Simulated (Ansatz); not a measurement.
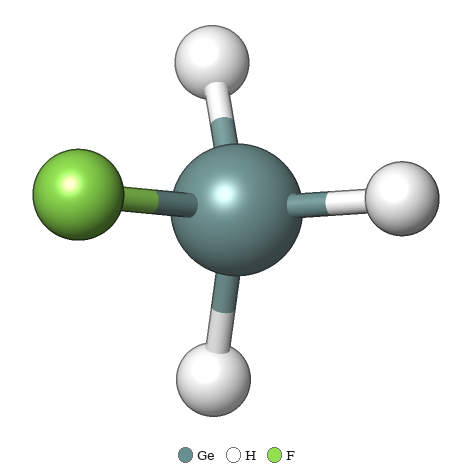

Rendered structure (ball-and-stick style).

Computed geometry: PBE0-D4/def2-TZVP optimisation.

Give the formula.

FGeH₃, 5 atoms: 1 fluorine, 1 germanium and 3 hydrogen.

How many sets of symmetry-equivalent atoms are there?

3: 1 Ge, 3 H, 1 F.

What is the point group of this geometry?

C3v.

Count the bonded pairs by element.

3 Ge–H, 1 F–Ge. Sticks follow a distance rule.

The parts below concern this one geometry. Atoms keep their numbers from picture to picture.

### Dipole moment

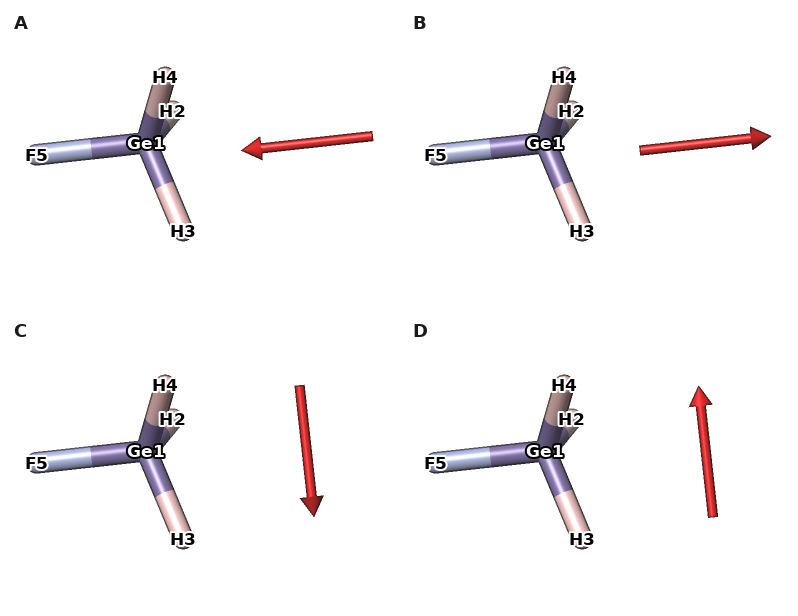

The same molecule four times, each with an arrow. Level of theory: RKS PBE0-D4/def2-TZVP (Ansatz 0.2.0).

Which arrow points along the dipole moment, from the negative to the positive end?

B. The dipole moment is 2.12 D; it points from the side of F5 to the side of H2, H3, H4 (the outermost atoms at the two ends).

### Vibrations

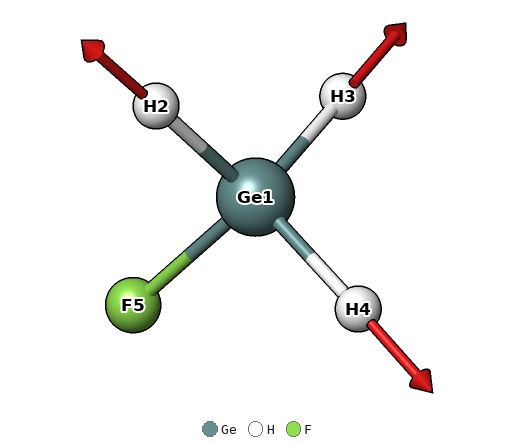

The arrows show one normal mode. Harmonic vibrations computed with RKS PBE0-D4/def2-TZVP (Ansatz 0.2.0) at a stationary point of the same level.

Describe the motion.

Mostly in-phase stretching of 3 Ge–H bonds.

At what wavenumber does it lie?

2179 cm⁻¹; it is mode 7 of 9 counted from the lowest.

### Electronic properties

Level of theory: RKS PBE0-D4/def2-TZVPP (Ansatz 0.2.0).

What does the calculation give?

- HOMO energy (Kohn–Sham orbital): −9.69 eV
- LUMO energy (Kohn–Sham orbital): −0.14 eV
- HOMO–LUMO gap: 9.55 eV
